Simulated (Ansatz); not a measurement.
## Fields on a plane of MoSi2 (MoSi2 type, space group I4/mmm)

```yaml
crystal:
  lattice:
    - [-1.60846, 1.60846, 3.93652]
    - [1.60846, -1.60846, 3.93652]
    - [1.60846, 1.60846, -3.93652]
  atoms:
    - { symbol: Mo, position: [0.00000, 0.00000, 0.00000] }
    - { symbol: Si, position: [0.33511, 0.33511, 0.00000] }
    - { symbol: Si, position: [0.66489, 0.66489, 0.00000] }
```

The slice is a (100) plane (indices of the conventional cell) through the point (0.335, 0.335, 0.000) (fractional), spanned by u = [101] and v = [110] in vectors of this cell: u (3.22 Å) and v (7.87 Å, at 90° to u). It covers one period; positions are fractions (u, v).

Atoms on it: Mo at (0.00, 0.66); Si at (0.00, 0.00); Si at (0.00, 0.33).

The numbers are results of PBE (plane waves to 420 eV, PAW, scalar-relativistic; Ansatz, an electronic-structure program), not measurements. k mesh 20×20×20. These are valence fields of a PAW run, semicore shells included where kept as valence: close to a nucleus they are smooth pseudo fields. MoSi2 is run without spin polarisation. MoSi2 was relaxed with its symmetry unable to fall.

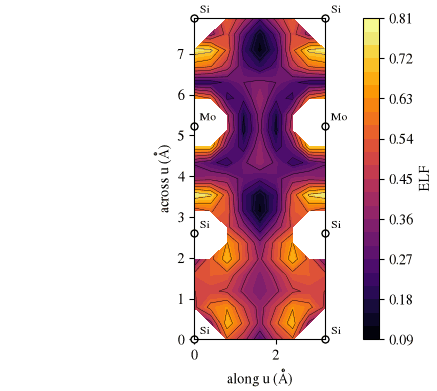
Electron localisation function (ELF), one period of the plane, atoms marked. Points within 0.5 Å of a nucleus are left white, as the pseudised field means little there.

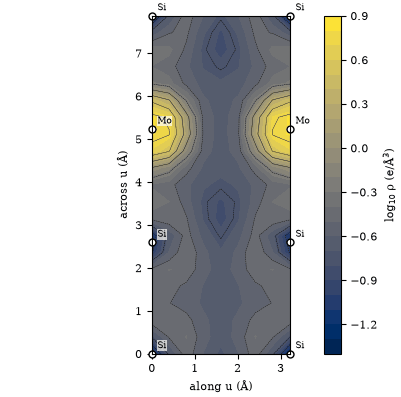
Figure. Log₁₀ of the valence density in e/Å³, one period of the plane, atoms marked. The scale is logarithmic, as a density can span decades between atoms and voids.
